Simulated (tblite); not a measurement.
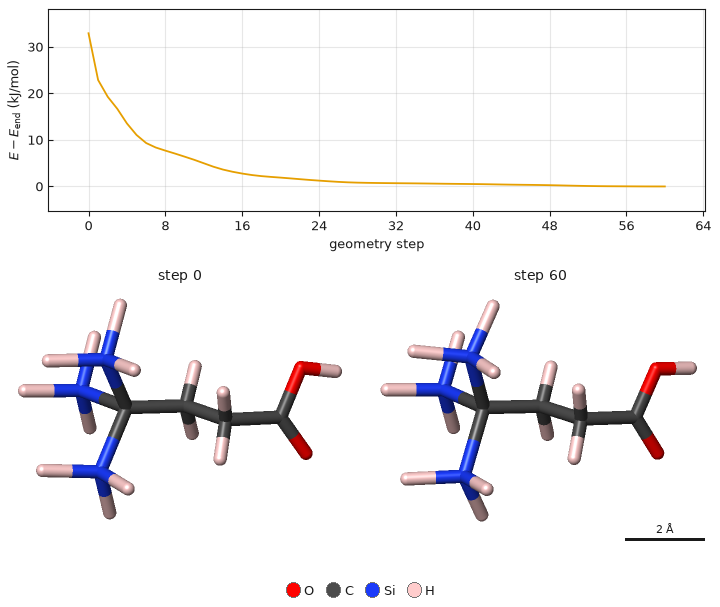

First and last geometry of a relaxation of C₄H₁₄O₂Si₃, with the history of the run. The picture is a stick view, seen at a tilt.

Theory: GFN2-xTB geometry optimisation, gas phase in tblite 0.8.0. 

### What do the curves and the structures tell?

It converged. The energy falls by 32.9 kJ/mol in 60 geometry steps. An H atom moves most after the best rigid fit: 0.34 Å. Largest moves by element: H 0.34 Å, O 0.24 Å, Si 0.16 Å, C 0.13 Å. Near-neighbour distances that change, for instance: C–Si 1.860 → 1.911 Å, H–Si 1.490 → 1.463 Å, C–C 1.559 → 1.534 Å, C–O 1.364 → 1.341 Å. Bond angles that change, for instance: Si–C–Si 102.1° → 108.6°, C–O–H 104.1° → 110.5°, C–C–Si 117.2° → 111.2°. Cost: 1.2 s on 1 thread of Arm Neoverse N1, on a shared host.
